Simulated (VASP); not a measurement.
Data:

```
CELL_PARAMETERS angstrom
      4.17612     0.00000     0.00000
      0.00000     4.17612     0.00000
      0.00000     0.00000     4.17612
ATOMIC_POSITIONS crystal
  Ba 0.00000 0.00000 0.00000
  Hf 0.50000 0.50000 0.50000
  O  0.50000 0.00000 0.50000
  O  0.00000 0.50000 0.50000
  O  0.50000 0.50000 0.00000
```

Calculation: optB86b-vdW, VASP's PBE PAW potentials (set 64) (plane waves; VASP). Run with 520 eV cut-off, 6×6×6 Γ-centred mesh, tetrahedra with Blöchl corrections, potentials Ba_sv Hf_pv O.

Unless said otherwise, spin-orbit coupling is left out, though it shifts the bands of the heavy elements here.

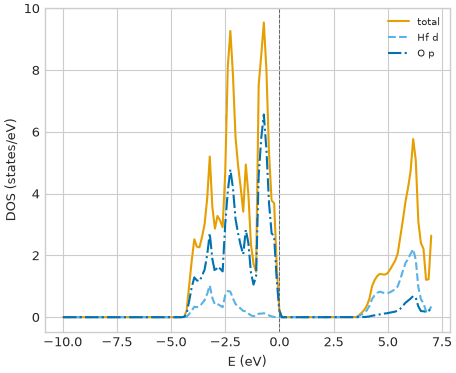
Figure: Total and projected density of states, zero at the valence-band maximum

Within 2 eV below the valence-band maximum the largest weight inside VASP's projection spheres is O p.

The gap is indirect, 3.58 eV, from the valence maximum at R to the conduction minimum at Γ.

The compound is BaHfO3 in the cubic perovskite structure. It was relaxed first.
